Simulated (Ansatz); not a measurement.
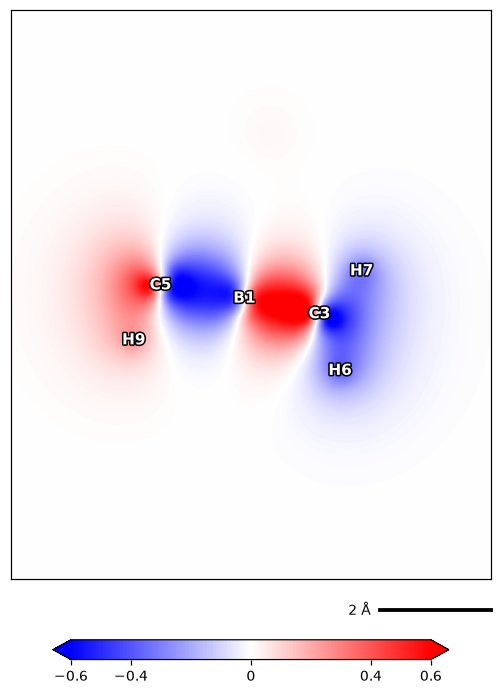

Figure. C₂H₅B···H₂. The HOMO−1 on the plane of atoms B1, C3 and H6 (values in Å⁻³ᐟ²; the overall sign is arbitrary).

The product side of a reaction path; geometry: PBE0-D4/def2-TZVP.

The calculation used Ansatz 0.2.0, RKS PBE0-D4/def2-TZVPP.

The calculation's input:

```
crystal:
  periodic: [false, false, false]
  atoms:
    - {symbol: B, position_ang: [-0.567535, 0.034265, 0.185895]}
    - {symbol: H, position_ang: [1.800464, -0.260119, -1.696260]}
    - {symbol: C, position_ang: [-1.431754, 0.363669, -0.839130]}
    - {symbol: H, position_ang: [1.888649, 0.465922, -1.545174]}
    - {symbol: C, position_ang: [0.330675, -0.331099, 1.361860]}
    - {symbol: H, position_ang: [-2.500038, 0.470699, -0.677163]}
    - {symbol: H, position_ang: [-1.101389, 0.534010, -1.858176]}
    - {symbol: H, position_ang: [0.838075, -1.289589, 1.232592]}
    - {symbol: H, position_ang: [-0.322601, -0.429879, 2.238721]}
    - {symbol: H, position_ang: [1.065453, 0.442022, 1.596935]}
basis:
  gaussian: {orbitals: def2-TZVPP}
hamiltonian: {xc: pbe0, dispersion: d4}
output: {orbitals: {seedname: orbitals}}
```

Command:

```sh
ansatz run in.yaml --threads 2 --pin off --events-out ev --progress --plain --max-ram 4352MiB
```

### Where does this orbital lie, and at what energy?

Its weight (Hirshfeld) is mainly on C3 (about 30 %), C5 (about 25 %), B1 (about 25 %) and H6 (about 5 %). Its energy is −10.53 eV.
